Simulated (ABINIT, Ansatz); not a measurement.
# ZrPbO3 (Pm-3m): modes at Γ and the response to a field, part 2 of 3

Aim: the zone-centre modes of ZrPbO3 (Pm-3m).

ABINIT 10.8.3; DFT LDA, scalar-relativistic, plane waves, PseudoDojo norm-conserving pseudopotentials.

So far. Step 3 (Relaxation): The volume changes by -7.0 % in this run and stands -7.0 % from the first cell. Step 4 (Ground state): The cell stands at -0.82 GPa: the relaxation ran with a smoothed and higher cutoff and on another k mesh. The relaxed cell has a = 4.108 Å (conventional setting).

### Step 6. Linear response at Γ

The derivative of the wavefunctions by k comes first, since the response to a field is built on it; then the field and the displacements that symmetry doesn't supply are solved at q = 0.

It reads the wavefunctions written in step 4.

File dfpt_gamma.abi:

```
ndtset 2

# common to the responses
getwfk_filepath "gso_WFK"
kptopt 2
nqpt 1
qpt 0.0 0.0 0.0
asr 0
chneut 0

# d/dk
rfelfd1 2
rfdir1 1 1 1
iscf1 -3
tolwfr1 1.0d-20

# displacements, field
rfphon2 1
rfatpol2 1 5
rfdir2 1 1 1
rfelfd2 3
getddk2 1
tolvrs2 1.0d-10
prtwf2 0

# basis, mesh and filling
ecut 36.0
ngkpt 6 6 6
nshiftk 1
shiftk 0.5 0.5 0.5
istwfk *1
occopt 1
nband 22
nstep 100
diemac 9.0
prtebands 0
prtgsr 0
useylm 1

# cell and atoms
acell 3*1.0 Angstrom
rprim 
    4.107887443 0.0 0.0
    0.0 4.107887443 0.0
    0.0 0.0 4.107887443
ntypat 3
znucl 40 82 8
natom 5
typat 1 2 3 3 3
xred 
    0.0 0.0 0.0
    0.5 0.5 0.5
    0.5 0.0 0.0
    0.0 0.0 0.5
    0.0 0.5 0.0
pp_dirpath "./pseudo"
pseudos "Zr.upf, Pb.upf, O.upf"
```

Started as:

```bash
OMP_NUM_THREADS=1 mpirun -n 4 abinit dfpt_gamma.abi > dfpt_gamma.log
```

Numbers of over 12 decimals in the logs are rounded to 6 here.

dfpt_gamma.abo, the main output file:

```text
[banners, grids, parts of the stress and lines that vanish by symmetry left out]
- input  file    -> dfpt_gamma.abi
- output file    -> dfpt_gamma.abo
- root for input  files -> dfpt_gammai
[...]
DATASET    1 : space group Pm -3 m (#221); Bravais cP (primitive cubic)
[...]
nfft =       91125          nkpt =         108
[...]
DATASET    2 : space group Pm -3 m (#221); Bravais cP (primitive cubic)
[...]
nfft =       91125          nkpt =         108
[...]
== DATASET  1 ==================================================================
[...]
cutoff_energies: {ecut:  36.0, pawecutdg:  -1.0, }
[...]
-  8.00000   6.00000  201201                  znucl, zion, pspdat
[...]
Perturbation : derivative vs k along direction   1
[...]
-ETOT  1  -41.288652614871     -4.129E+01 3.940E-01 0.000E+00
 ETOT  2  -41.655054851738     -3.664E-01 1.405E-02 0.000E+00
 ETOT  3  -41.675978968418     -2.092E-02 2.512E-03 0.000E+00
 ETOT  4  -41.677697938870     -1.719E-03 1.724E-04 0.000E+00
 ETOT  5  -41.677861891301     -1.640E-04 3.616E-05 0.000E+00
[...]
At SCF step   23   max residual=  9.99E-21 < tolwfr=  1.00E-20 =>converged.
[...]
Perturbation : derivative vs k along direction   2
[...]
-ETOT  1  -41.286014664717     -4.129E+01 3.940E-01 0.000E+00
[...]
At SCF step   23   max residual=  9.99E-21 < tolwfr=  1.00E-20 =>converged.
[...]
Perturbation : derivative vs k along direction   3
[...]
-ETOT  1  -41.288651421450     -4.129E+01 3.940E-01 0.000E+00
[...]
At SCF step   23   max residual=  9.99E-21 < tolwfr=  1.00E-20 =>converged.
[...]
1        1       0.8803081330    0.0000000000
     1        2       0.0000000000    0.0000000000
     1        3       0.0000000000    0.0000000000
     2        1       0.0000000000    0.0000000000
     2        2       0.8803081330    0.0000000000
     2        3       0.0000000000    0.0000000000
     3        1       0.0000000000    0.0000000000
     3        2       0.0000000000    0.0000000000
     3        3       0.8803081329    0.0000000000
[...]
== DATASET  2 ==================================================================
[...]
cutoff_energies: {ecut:  36.0, pawecutdg:  -1.0, }
[...]
Perturbation : displacement of atom   1   along direction   1
[...]
-ETOT  1   10.448103358458     -2.607E+03 1.227E+01 1.124E+03
[...]
At SCF step   12       vres2   =  2.58E-11 < tolvrs=  1.00E-10 =>converged.
[...]
Perturbation : displacement of atom   2   along direction   1
[...]
-ETOT  1   3.024979     -1.141E+04 1.747E+01 7.199E+02
[...]
At SCF step   11       vres2   =  5.56E-11 < tolvrs=  1.00E-10 =>converged.
[...]
Perturbation : displacement of atom   3   along direction   1
[...]
-ETOT  1   19.867700904536     -3.717E+03 4.630E+00 1.091E+04
[...]
At SCF step   14       vres2   =  6.97E-11 < tolvrs=  1.00E-10 =>converged.
[...]
Perturbation : displacement of atom   3   along direction   2
[...]
-ETOT  1   6.249332     -3.576E+03 1.633E+00 5.797E+03
[...]
At SCF step   15       vres2   =  8.23E-11 < tolvrs=  1.00E-10 =>converged.
[...]
Perturbation : homogeneous electric field along direction   1
[...]
-ETOT  1  -128.30029759895     -1.283E+02 4.992E+00 2.866E+04
[...]
ETOT 14  -143.30394899110     -6.139E-12 3.113E-12 1.350E-10
 ETOT 15  -143.30394899110     -7.105E-13 3.360E-13 1.657E-11
 At SCF step   15       vres2   =  1.66E-11 < tolvrs=  1.00E-10 =>converged.
[...]
Dielectric tensor, in cartesian coordinates,
[...]
1    7   1    7         6.8761230401        -0.0000000000
   1    7   2    7        -0.0000000000        -0.0000000000
   1    7   3    7        -0.0000000000        -0.0000000000
   2    7   1    7        -0.0000000000        -0.0000000000
   2    7   2    7         6.8761230401        -0.0000000000
   2    7   3    7        -0.0000000000        -0.0000000000
   3    7   1    7        -0.0000000000        -0.0000000000
   3    7   2    7        -0.0000000000        -0.0000000000
   3    7   3    7         6.8761230401        -0.0000000000
  Effective charges, in cartesian coordinates,
[...]
1    1   1    7         5.9253915026         0.0000000000
   2    1   1    7         0.0000000000         0.0000000000
   3    1   1    7         0.0000000000         0.0000000000
   1    2   1    7         3.9067330456         0.0000000000
   2    2   1    7         0.0000000000         0.0000000000
[...]
Effective charges, in cartesian coordinates,
[...]
2    7   1    5         0.0000000000         0.0000000000
   3    7   1    5         0.0000000000         0.0000000000
   1    7   2    5         0.0000000000         0.0000000000
   2    7   2    5        -4.8606321633         0.0000000000
   3    7   2    5         0.0000000000         0.0000000000
   1    7   3    5         0.0000000000         0.0000000000
   2    7   3    5         0.0000000000         0.0000000000
   3    7   3    5        -2.4804542972         0.0000000000
  Phonon wavevector (reduced coordinates) :  0.00000  0.00000  0.00000
 Phonon energies in Hartree :
[...]
Phonon frequencies in cm-1    :
- -1.409216E+02 -1.409216E+02 -1.409216E+02 -1.423849E+00 -1.423849E+00
- -1.423849E+00  3.539335E+01  3.539335E+01  3.539335E+01  1.541560E+02
-  1.541560E+02  1.541560E+02  5.780284E+02  5.780284E+02  5.780284E+02
  Phonon at Gamma, with non-analyticity in the
[...]
Phonon energies in Hartree :
[...]
Phonon frequencies in cm-1    :
- -1.409216E+02 -1.409216E+02 -1.433229E+00 -1.423849E+00 -1.423849E+00
-  3.539335E+01  3.539335E+01  3.539335E+01  8.665730E+01  1.541560E+02
-  1.541560E+02  3.214784E+02  5.780284E+02  5.780284E+02  7.115767E+02
  Phonon at Gamma, with non-analyticity in the
[...]
Phonon energies in Hartree :
[...]
Phonon frequencies in cm-1    :
- -1.409216E+02 -1.409216E+02 -1.433230E+00 -1.423849E+00 -1.423849E+00
-  3.539335E+01  3.539335E+01  3.539335E+01  8.665730E+01  1.541560E+02
-  1.541560E+02  3.214784E+02  5.780284E+02  5.780284E+02  7.115767E+02
  Phonon at Gamma, with non-analyticity in the
[...]
Phonon energies in Hartree :
[...]
Phonon frequencies in cm-1    :
- -1.409216E+02 -1.409216E+02 -1.433230E+00 -1.423849E+00 -1.423849E+00
-  3.539335E+01  3.539335E+01  3.539335E+01  8.665730E+01  1.541560E+02
-  1.541560E+02  3.214784E+02  5.780284E+02  5.780284E+02  7.115767E+02
[...]
fcart2     0.0000000000E+00  0.0000000000E+00  0.0000000000E+00
           strten2     0.0000000000E+00  0.0000000000E+00  0.0000000000E+00
================================================================================
```

The job ended after 15 min (4 MPI ranks of Arm Neoverse V1, shared host; 59 min of CPU time).

Read from the output:

| Item | Value |
| --- | --- |
| miss of the charge sum rule | 0.01058 e |
| largest acoustic frequency at the zone centre before the sum rule | -1.42 cm⁻¹ |
| highest optical zone-centre mode (no LO-TO term) | 578.0 cm⁻¹ |
| lowest optical zone-centre mode | -140.9 cm⁻¹ |
| mean high-frequency dielectric constant | 6.876 |
| largest Born charge in size (third of the trace) | 5.925 e |

Born charge (rows field, columns displacement), before the sum rule (e), principal values of the symmetric part by kind of site:

```tsv
atom	atoms with these values	low	middle	high	mean
Zr1	1	5.93	5.93	5.93	5.93
Pb2	1	3.91	3.91	3.91	3.91
O3	3	-4.86	-2.48	-2.48	-3.27
```

In full for Pb2:

```
3.91 0.00 0.00
0.00 3.91 0.00
0.00 0.00 3.91
```

High-frequency dielectric tensor:

```
6.88 0.00 0.00
0.00 6.88 0.00
0.00 0.00 6.88
```

The acoustic modes at Γ come out as far as 1.4 cm⁻¹ from zero, where they should vanish, a small numerical error; the Born charges miss their sum rule by 0.011 e, which is good. The lowest optical mode is imaginary, 141i cm⁻¹, an instability at this level and on this k mesh.

### Step 7. Modes with the sum rule

anaddb reads the merged derivatives, imposes the acoustic sum rule and charge neutrality, and adds the LO-TO term along chosen directions.

File anaddb.abi:

```
ddb_filepath "gamma_DDB"
output_file "anaddb.abo"
outdata_prefix "anaddb"
asr 1
chneut 1
enunit 2
eivec 1
nph1l 1
qph1l 0.0 0.0 0.0 1.0
dieflag 2
nph2l 3
qph2l 
    1.0 0.0 0.0 0.0
    0.0 0.0 1.0 0.0
    1.0 1.0 1.0 0.0
```

File mrgddb.in:

```
gamma_DDB
merged
2
dfpt_gammao_DS2_DDB
gso_DDB
```

Started as:

```bash
mrgddb < mrgddb.in > mrgddb.log
OMP_NUM_THREADS=1 anaddb anaddb.abi > anaddb.log
```

anaddb.abo, the main output file:

```text
[banners, grids, parts of the stress and lines that vanish by symmetry left out]
-outvars_anaddb: echo values of input variables ----------------------

 Flags :
[...]
Dielectric Tensor and Effective Charges
[...]
Effective charge tensors after
[...]
Phonon wavevector (reduced coordinates) :  0.00000  0.00000  0.00000
 Phonon energies in Hartree :
[...]
Phonon energies in meV     :
- -1.746466E+01 -1.746466E+01 -1.746466E+01  0.000000E+00  0.000000E+00
-  0.000000E+00  4.432626E+00  4.432626E+00  4.432626E+00  1.911463E+01
-  1.911463E+01  1.911463E+01  7.166594E+01  7.166594E+01  7.166594E+01
 Phonon frequencies in cm-1    :
- -1.408620E+02 -1.408620E+02 -1.408620E+02  0.000000E+00  0.000000E+00
-  0.000000E+00  3.575154E+01  3.575154E+01  3.575154E+01  1.541699E+02
-  1.541699E+02  1.541699E+02  5.780248E+02  5.780248E+02  5.780248E+02
 Phonon frequencies in Thz     :
- -4.222936E+00 -4.222936E+00 -4.222936E+00  0.000000E+00  0.000000E+00
-  0.000000E+00  1.071804E+00  1.071804E+00  1.071804E+00  4.621896E+00
-  4.621896E+00  4.621896E+00  1.732875E+01  1.732875E+01  1.732875E+01
 Phonon energies in Kelvin  :
- -2.026690E+02 -2.026690E+02 -2.026690E+02  0.000000E+00  0.000000E+00
-  0.000000E+00  5.143849E+01  5.143849E+01  5.143849E+01  2.218160E+02
-  2.218160E+02  2.218160E+02  8.316487E+02  8.316487E+02  8.316487E+02
[...]
-  1  0.00000000E+00  0.00000000E+00 -3.77613123E-04
-     0.00000000E+00  0.00000000E+00  0.00000000E+00
-  2  0.00000000E+00  0.00000000E+00  8.01614999E-04
-     0.00000000E+00  0.00000000E+00  0.00000000E+00
-  3  0.00000000E+00  0.00000000E+00 -3.39908501E-03
-     0.00000000E+00  0.00000000E+00  0.00000000E+00
-  4  0.00000000E+00  0.00000000E+00 -1.43008626E-03
-     0.00000000E+00  0.00000000E+00  0.00000000E+00
-  5  0.00000000E+00  0.00000000E+00 -3.39908501E-03
-     0.00000000E+00  0.00000000E+00  0.00000000E+00
[...]
-  1  0.00000000E+00  3.77613123E-04  0.00000000E+00
-     0.00000000E+00  0.00000000E+00  0.00000000E+00
-  2  0.00000000E+00 -8.01614999E-04  0.00000000E+00
-     0.00000000E+00  0.00000000E+00  0.00000000E+00
-  3  0.00000000E+00  3.39908501E-03  0.00000000E+00
-     0.00000000E+00  0.00000000E+00  0.00000000E+00
-  4  0.00000000E+00  3.39908501E-03  0.00000000E+00
-     0.00000000E+00  0.00000000E+00  0.00000000E+00
-  5  0.00000000E+00  1.43008626E-03  0.00000000E+00
-     0.00000000E+00  0.00000000E+00  0.00000000E+00
[...]
-  1  3.77613123E-04  0.00000000E+00  0.00000000E+00
-     0.00000000E+00  0.00000000E+00  0.00000000E+00
-  2 -8.01614999E-04  0.00000000E+00  0.00000000E+00
-     0.00000000E+00  0.00000000E+00  0.00000000E+00
-  3  1.43008626E-03  0.00000000E+00  0.00000000E+00
-     0.00000000E+00  0.00000000E+00  0.00000000E+00
-  4  3.39908501E-03  0.00000000E+00  0.00000000E+00
-     0.00000000E+00  0.00000000E+00  0.00000000E+00
[...]
Phonon at Gamma, with non-analyticity in the
[...]
Phonon energies in Hartree :
[...]
Phonon energies in meV     :
- -1.746466E+01 -1.746466E+01  0.000000E+00  0.000000E+00  0.000000E+00
-  4.432626E+00  4.432626E+00  4.432626E+00  1.075440E+01  1.911463E+01
[...]
Phonon frequencies in cm-1    :
[...]
Phonon frequencies in Thz     :
[...]
Phonon energies in Kelvin  :
[...]
-  5.143849E+01  5.143849E+01  5.143849E+01  1.247996E+02  2.218160E+02
-  2.218160E+02  4.627462E+02  8.316487E+02  8.316487E+02  1.023942E+03
[...]
-  5  0.00000000E+00  0.00000000E+00 -1.25839613E-03
-     0.00000000E+00  0.00000000E+00  0.00000000E+00
[...]
-  1  0.00000000E+00  1.25839524E-03  0.00000000E+00
-     0.00000000E+00  0.00000000E+00  0.00000000E+00
-  2  0.00000000E+00  1.25839521E-03  0.00000000E+00
-     0.00000000E+00  0.00000000E+00  0.00000000E+00
-  3  0.00000000E+00  1.25839613E-03  0.00000000E+00
-     0.00000000E+00  0.00000000E+00  0.00000000E+00
-  4  0.00000000E+00  1.25839613E-03  0.00000000E+00
-     0.00000000E+00  0.00000000E+00  0.00000000E+00
-  5  0.00000000E+00  1.25839539E-03  0.00000000E+00
-     0.00000000E+00  0.00000000E+00  0.00000000E+00
[...]
Phonon at Gamma, with non-analyticity in the
[...]
Phonon energies in Hartree :
[...]
Phonon energies in meV     :
- -1.746466E+01 -1.746466E+01  0.000000E+00  0.000000E+00  0.000000E+00
-  4.432626E+00  4.432626E+00  4.432626E+00  1.075440E+01  1.911463E+01
-  1.911463E+01  3.987638E+01  7.166594E+01  7.166594E+01  8.823648E+01
 Phonon frequencies in cm-1    :
- -1.408620E+02 -1.408620E+02  0.000000E+00  0.000000E+00  0.000000E+00
[...]
Phonon frequencies in Thz     :
[...]
Phonon energies in Kelvin  :
[...]
Phonon at Gamma, with non-analyticity in the
[...]
Phonon energies in Hartree :
[...]
Phonon energies in meV     :
[...]
Phonon frequencies in cm-1    :
[...]
Phonon frequencies in Thz     :
[...]
Phonon energies in Kelvin  :
[...]
-  5.143849E+01  5.143849E+01  5.143849E+01  1.247996E+02  2.218160E+02
-  2.218160E+02  4.627462E+02  8.316487E+02  8.316487E+02  1.023942E+03
[...]
-  4  8.26361203E-04 -5.46643253E-04  1.49953689E-03
-     0.00000000E+00  0.00000000E+00  0.00000000E+00
-  5  8.26361203E-04  2.93049381E-03 -2.79717950E-04
-     0.00000000E+00  0.00000000E+00  0.00000000E+00
[...]
;  5 -2.42710685E-04 -3.16110469E-03 -2.42710685E-04
;     0.00000000E+00  0.00000000E+00  0.00000000E+00
-
```

Elapsed: 0.51 s, on 1 thread.

This step gave:

```yaml
highest_mode_moved_by_the_lo_to_term: 711.7 cm⁻¹
```

No LO-TO term; unit eigenvectors of the mass-weighted matrix, from anaddb's displacements. Modes at Γ, with each element's share of the kinetic energy (negative means imaginary):

```tsv
mode	frequency (cm⁻¹)	symmetry	Zr %	Pb %	O %
1	-140.9	T1u	2	24	73
2	-140.9	T1u	2	24	73
3	-140.9	T1u	2	24	73
4	0.0	acoustic	26	60	14
5	0.0	acoustic	26	60	14
6	0.0	acoustic	26	60	14
7	35.8	T2u	0	0	100
8	35.8	T2u	0	0	100
9	35.8	T2u	0	0	100
10	154.2	T1u	66	16	18
11	154.2	T1u	66	16	18
12	154.2	T1u	66	16	18
13	578.0	T1u	5	0	95
14	578.0	T1u	5	0	95
15	578.0	T1u	5	0	95
```

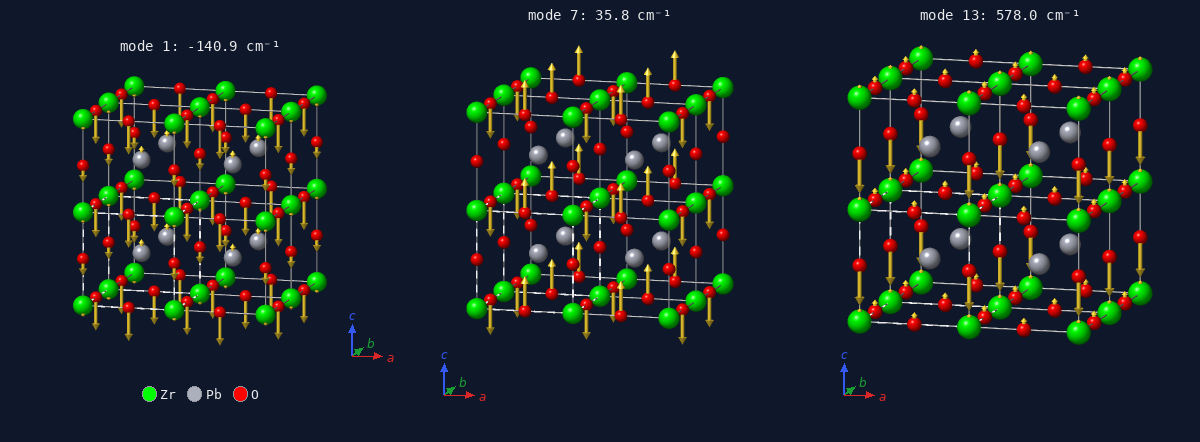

Displacement patterns of modes 1, 7 and 13 at Γ; arrows are exaggerated. 2×2×2 cells are drawn. Some periodic images of atoms are drawn too.

With imaginary modes the relaxed-ion tensors have no meaning and are not tabulated.

The rule also moves an optical mode by 0.4 cm⁻¹.

(Part 2 of 3 ends here.)

[Host names and launcher messages were left out of these logs when they were recorded.]

[Logs are printed without paths, hosts, clocks, repeated set-up lines and the standing remarks that a program may print on its own settings, such as how far it seeks lower states.]

[Hosts, paths, dates, database ids (printed as entryN), source tags and the programs' standing remarks are cut or masked in the printed files.]
